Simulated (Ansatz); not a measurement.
Yb (fcc, Cu type)

```yaml
crystal:
  lattice:
    - [0.00000, 2.59899, 2.59899]
    - [2.59899, 0.00000, 2.59899]
    - [2.59899, 2.59899, 0.00000]
  atoms:
    - { symbol: Yb, position: [0.00000, 0.00000, 0.00000] }
```

The volume is varied about the relaxed value V₀ at fixed cell shape. Symmetry pins the atoms to their sites.

Method: r2SCAN (plane waves to 500 eV, PAW, scalar-relativistic; Ansatz, a program for electronic structure). k mesh 15×15×15 (Γ-centred), Fermi-Dirac smearing 0.05 eV. The energy includes the smearing's −TS. The PAW data are Ansatz's earlier set. The relaxed volume of Yb is well below the measured one. Yb is run without spin polarisation. Yb was relaxed with its symmetry unable to fall. The filling of the f shell was not checked against other fillings, so treat energies with care. ΔE is measured from the relaxed starting cell.

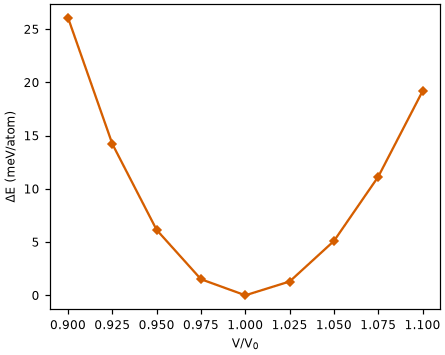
Fig. 1. ΔE (meV/atom) against V/V₀; computed points joined by lines.

### Question
What is ΔE at V/V₀ = 0.900?

### Answer
About 26 meV/atom.

### Question
What is ΔE at V/V₀ = 1.100?

### Answer
About 19 meV/atom.

### Question
What bulk modulus B₀ follows from a third-order Birch-Murnaghan fit?

### Answer
About 20 GPa.

(Under strain, the slope of the energy per volume gives the stress and its curvature an elastic modulus.)
